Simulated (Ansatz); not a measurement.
Molecule (SMILES): [S]=[Ge] (S-Ge) (closed-shell singlet).
Atoms: Ge1, S2. Bonds: Ge1-S2.

Basis-set convergence of the optimised Ge1-S2 bond length at MP2 with Ansatz (a first-principles code). The reference of a correlated method is not its basis-set limit, which lies further on. Cartesian d functions, on some or all atoms, in 6-31G*, 6-311G**; all else is spherical. Cores are frozen (with 3d on Ga to Br). No added dispersion term, no relativity. Reference: the value in aug-cc-pV(Q+d)Z, 2.0329 Å, itself unsure by roughly 0.0016 Å (its mean distance from cc-pV(5+d)Z, def2-QZVPP, cc-pV(Q+d)Z). Deviations are taken from unrounded values. Cost is core time over that of cc-pV(D+d)Z, rough, on shared machines of one kind. It counts the whole optimisation.

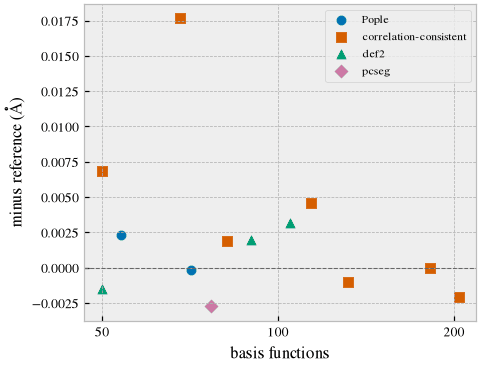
Fig. 1. Deviation from the reference against the number of basis functions, by family of sets.

```
basis            functions  optimised Ge1-S2 bond length (Å)  minus reference (Å)  cost
---------------  ---------  --------------------------------  -------------------  ----
cc-pV(D+d)Z             50                            2.0398               0.0069    1×
def2-SVP                50                            2.0314              -0.0015  0.5×
6-31G*                  54                            2.0352               0.0023  0.8×
aug-cc-pV(D+d)Z         68                            2.0506               0.0177    1×
6-311G**                71                            2.0328              -0.0002  0.6×
pcseg-2                 77                            2.0302              -0.0027    1×
cc-pV(T+d)Z             82                            2.0349               0.0019    1×
def2-TZVPP              90                            2.0349               0.0020    2×
def2-TZVPPD            105                            2.0361               0.0032    1×
aug-cc-pV(T+d)Z        114                            2.0375               0.0046    3×
cc-pV(Q+d)Z            132                            2.0319              -0.0010    5×
aug-cc-pV(Q+d)Z        182                            2.0329               0.0000   10×
cc-pV(5+d)Z            204                            2.0309              -0.0020   20×
```
